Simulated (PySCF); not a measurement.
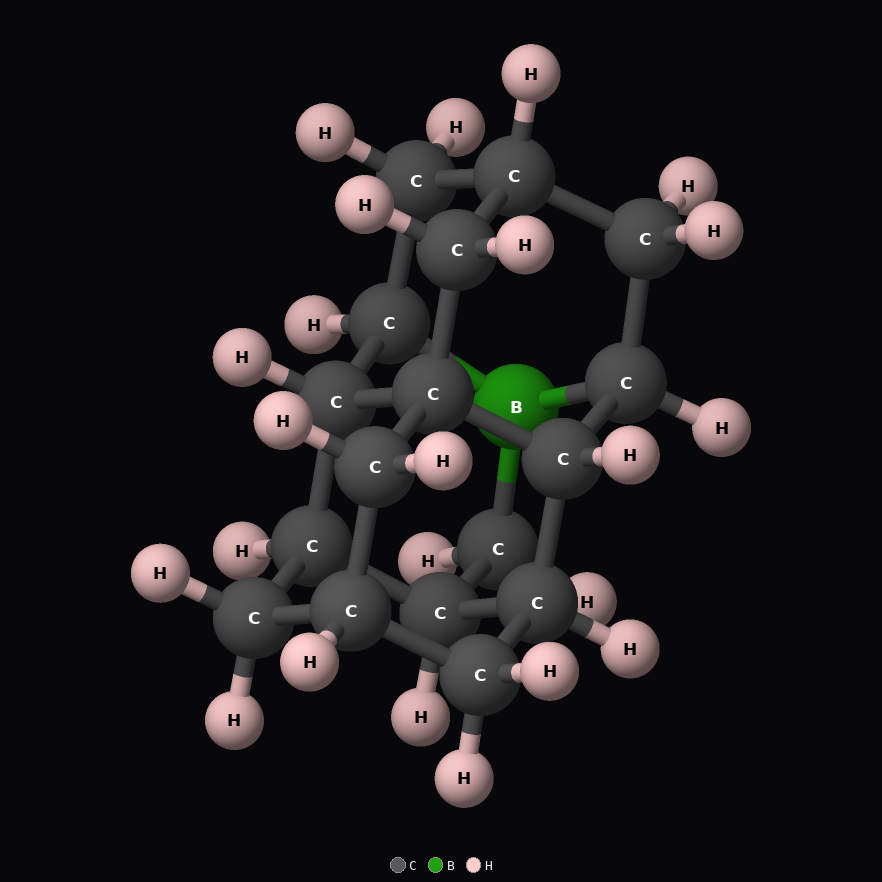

The computed structure is the end point of a GFN2-xTB optimisation. No frequency run is at hand to confirm it as a minimum. Properties computed with PBE0/def2-SVP, gas phase (PySCF 2.14.0). Excitations: vertical, Tamm–Dancoff approximation.

Computed properties:

The species is C₁₇H₂₃B (`C1B2[C@H]3C[C@H]4C[C@@H]2[C@H]2[C@@H]5C[C@H]6C[C@@H]([C@H]15)[C@@H]3[C@@]2(C6)C4`).
- dipole moment: 0.46 D
- HOMO energy (Kohn–Sham orbital): −7.10 eV
- LUMO energy (Kohn–Sham orbital): −0.38 eV
- HOMO–LUMO gap: 6.72 eV
- mean static polarisability: 165.4 bohr³
- lowest vertical singlet excitation: 5.19 eV
- its oscillator strength: 0.001

The geometry is semi-empirical. Around B such bond lengths and angles can be off by a tenth of an ångström or more and by several degrees, and values that hang on the shape move with them.
